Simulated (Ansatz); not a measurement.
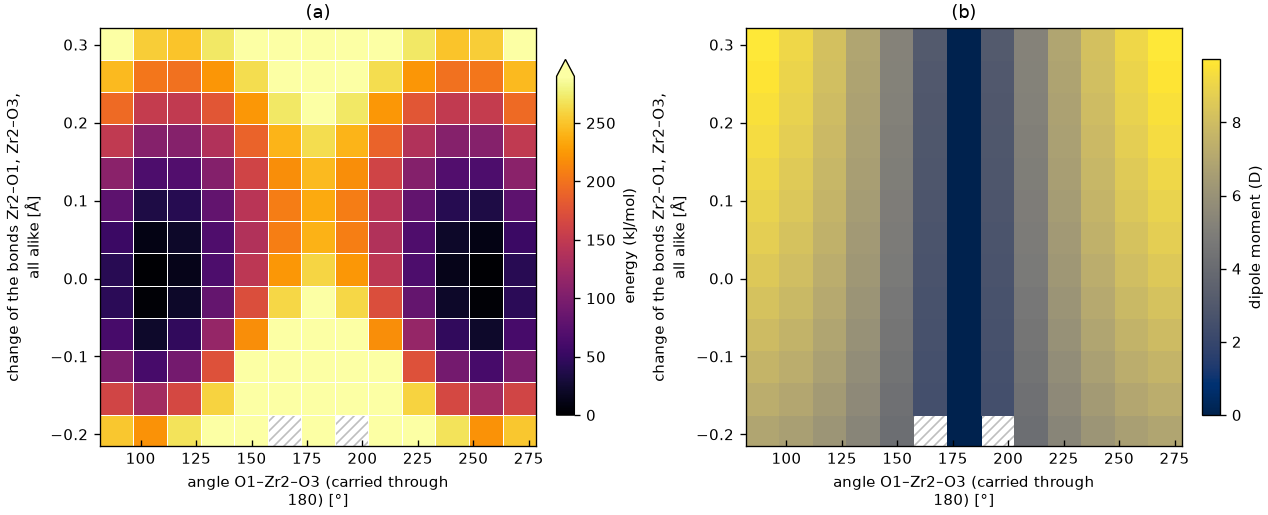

O2Zr, SMILES [O]=[Zr]=[O]. 
- First axis: angle O1–Zr2–O3 (carried through 180). Second axis: change of the bonds Zr2–O1, Zr2–O3, all alike.
- Nothing is relaxed (all other coordinates rigid).
- The scan uses a 13 × 13 grid; 90 points were computed and 77 follow by symmetry. At 2 points there is no value.
- Points are written as (first, second).
- All energies are given in kJ/mol relative to the lowest grid point.
- The calculation used Ansatz, RKS r2SCAN-D4/def2-TZVP.

Panel (a) is the energy and panel (b) the computed dipole moment on the same grid.

In the figure: one coloured cell a grid point, one colour for all values above the top of the scale, hatched blanks where no value was computed.

### How does the dipole moment vary over the map, and what is it at the lowest grid point?

Leaving out the highest fifth of the energies, it runs from 0.0 D at (180.0°, 0.012 Å) to 9.6 D at (89.2°, 0.260 Å). At the lowest grid point, (104.3°, 0.012 Å), it is 8.0 D.

| second ↓, first → | 89.2 | 104.3 | 119.5 | 134.6 | 149.7 | 164.9 | 180.0 | 195.1 | 210.3 | 225.4 | 240.5 | 255.7 | 270.8 |
| --- | --- | --- | --- | --- | --- | --- | --- | --- | --- | --- | --- | --- | --- |
| 0.301 | 9.7 | 9.1 | 8.1 | 6.9 | 5.2 | 3.0 | 0.0 | 3.0 | 5.2 | 6.9 | 8.1 | 9.1 | 9.7 |
| 0.260 | 9.6 | 9.0 | 8.1 | 6.8 | 5.2 | 3.0 | 0.0 | 3.0 | 5.2 | 6.8 | 8.1 | 9.0 | 9.6 |
| 0.219 | 9.4 | 8.9 | 8.0 | 6.8 | 5.1 | 3.0 | 0.0 | 3.0 | 5.1 | 6.8 | 8.0 | 8.9 | 9.4 |
| 0.177 | 9.3 | 8.7 | 7.9 | 6.7 | 5.1 | 2.9 | 0.0 | 2.9 | 5.1 | 6.7 | 7.9 | 8.7 | 9.3 |
| 0.136 | 9.1 | 8.6 | 7.7 | 6.6 | 5.0 | 2.9 | 0.0 | 2.9 | 5.0 | 6.6 | 7.7 | 8.6 | 9.1 |
| 0.095 | 8.9 | 8.4 | 7.6 | 6.5 | 4.9 | 2.8 | 0.0 | 2.8 | 4.9 | 6.5 | 7.6 | 8.4 | 8.9 |
| 0.053 | 8.7 | 8.2 | 7.5 | 6.4 | 4.8 | 2.8 | 0.0 | 2.8 | 4.8 | 6.4 | 7.5 | 8.2 | 8.7 |
| 0.012 | 8.5 | 8.0 | 7.3 | 6.2 | 4.8 | 2.7 | 0.0 | 2.7 | 4.8 | 6.2 | 7.3 | 8.0 | 8.5 |
| −0.030 | 8.2 | 7.8 | 7.1 | 6.1 | 4.7 | 2.6 | 0.0 | 2.6 | 4.7 | 6.1 | 7.1 | 7.8 | 8.2 |
| −0.071 | 7.9 | 7.5 | 6.9 | 5.9 | 4.5 | 2.6 | 0.0 | 2.6 | 4.5 | 5.9 | 6.9 | 7.5 | 7.9 |
| −0.112 | 7.6 | 7.3 | 6.7 | 5.8 | 4.4 | 2.5 | 0.0 | 2.5 | 4.4 | 5.8 | 6.7 | 7.3 | 7.6 |
| −0.154 | 7.3 | 7.0 | 6.4 | 5.5 | 4.3 | 2.5 | 0.0 | 2.5 | 4.3 | 5.5 | 6.4 | 7.0 | 7.3 |
| −0.195 | 6.9 | 6.6 | 6.1 | 5.3 | 4.1 | – | 0.0 | – | 4.1 | 5.3 | 6.1 | 6.6 | 6.9 |
